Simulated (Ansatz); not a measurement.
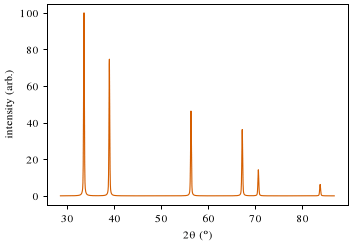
Figure. Simulated powder pattern, Cu Kα, λ = 1.54184 Å

The pattern belongs to a structure relaxed with PBE in the plane-wave PAW code Ansatz.

Task: Which compound is it?
A) AlGa3As4, P-4m2 (Pearson symbol tP8)
B) BP, Pm-3n (B on 6d, P on 6c)
C) BAs, rock salt
D) ZrN, rock salt

Result: C, BAs, rock salt

Space group Fm-3m (rock salt). The start of the workflow was typed in or built on a structure type; neither database checked (COD, Materials Project) lists it. It is not the phase usual at ambient conditions (space group No. 216). Symmetry was held in the PBE relaxation; its stability against distortions is not shown here. Its formation energy is positive at this level, so the cell may be metastable or incomplete.

Potentials: the earlier of the program's two PAW sets.
